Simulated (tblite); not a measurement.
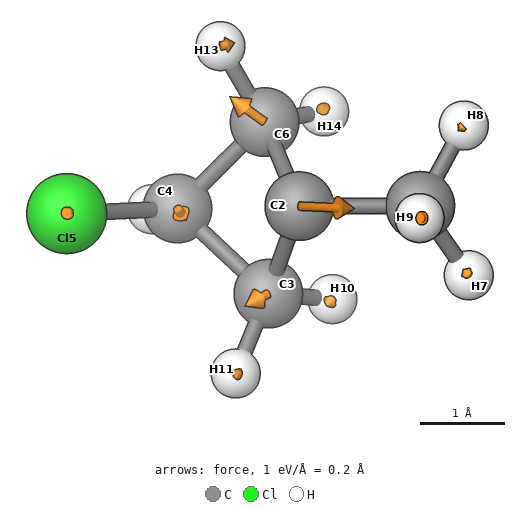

Starting geometry of C5H8Cl (multiplicity 2) with the computed forces as orange arrows. Style: ball-and-stick. Shown at a tilt.

Method: GFN2-xTB geometry optimisation, gas phase (tblite). 

Is this structure relaxed? If not, where do the atoms go?

It isn't relaxed: the largest force vector, on a C atom, is 3.76 eV/Å. The final displacements follow the starting forces only in part (cosine between the two patterns 0.33). An H atom moves most after the best rigid fit: 0.84 Å. Largest moves by element: H 0.84 Å, C 0.73 Å, Cl 0.70 Å. Near-neighbour distances that change, for instance: C–C 1.508 → 1.472 Å, C–C 1.515 → 1.493 Å, C–H 1.120 → 1.099 Å, C–C 1.517 → 1.538 Å. Bond angles that change, for instance: C–C–C 115.9° → 131.5°, C–C–C 117.7° → 131.5°, Cl–C–H 116.4° → 106.7°. Over 67 geometry steps the energy falls by 26.3 kcal/mol.
